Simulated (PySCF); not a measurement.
**C$_{2}$H$_{5}$OPSi: density, localisation and related maps**

```yaml
atoms:
  - { symbol: O, position_ang: [2.9332, -0.4922, 0.6739] }
  - { symbol: C, position_ang: [2.2034, 0.1439, 0.0423] }
  - { symbol: P, position_ang: [1.2808, 1.1290, -0.9632] }
  - { symbol: C, position_ang: [-0.3655, 0.9454, -0.0654] }
  - { symbol: Si, position_ang: [-1.0280, -0.8216, -0.0087] }
  - { symbol: H, position_ang: [-1.0534, 1.5656, -0.6637] }
  - { symbol: H, position_ang: [-0.3250, 1.4000, 0.9367] }
  - { symbol: H, position_ang: [-1.1456, -1.3581, -1.3963] }
  - { symbol: H, position_ang: [-0.0796, -1.6747, 0.7698] }
  - { symbol: H, position_ang: [-2.3696, -0.8582, 0.6535] }
```

Geometry: PBE0-D3(BJ)/def2-SVP.

Computed with PBE0/pcSseg-1, SCF density, gas phase, non-relativistic (PySCF).

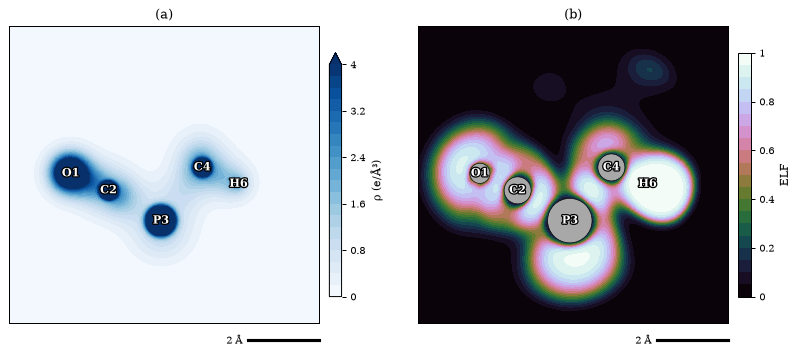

Figure 1. (a) total electron density; (b) ELF on the plane of atoms P3, C4 and H6. Grey discs cover the atomic cores in the ELF map.

Interpret the plot.

- The plane passes through O, C, P and H nuclei.
- C–O (1.16 Å): ρ is about 3.7 e/Å³ halfway; the ELF peaks at about 0.85 between the atoms; a multiple bond.
- C–P (1.68 Å): ρ is about 1.2 e/Å³ halfway; the ELF peaks at about 0.90 between the atoms; a covalent bond.
- C–H (1.10 Å): ρ at the midpoint is about 1.9 e/Å³; the ELF climbs to about 1 towards the hydrogen, as it does in any bond to H (a covalent bond by its length).
- C–P (1.88 Å): ρ is about 1 e/Å³ halfway; the ELF peaks at about 0.95 between the atoms; a shared electron pair.
- The ELF also peaks beside P3 and O1, away from the bonds: lone-pair regions.

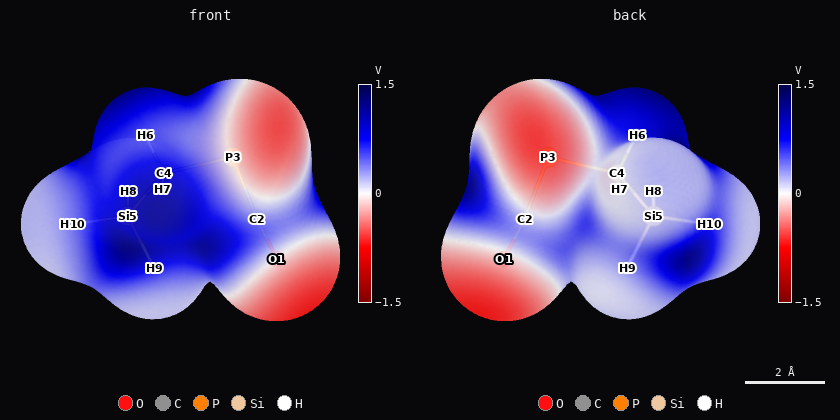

Figure 2. The molecular electrostatic potential painted on the density surface at 0.002 e/bohr³, seen from the front and from behind; red is negative and blue positive.

Describe the electrostatic potential map.

The most negative region (about −0.7 V) lies over O1, the most positive (about +1.3 V) over Si5 and H6.

What dipole moment does the calculation give?

Its dipole moment is 1.69 D.
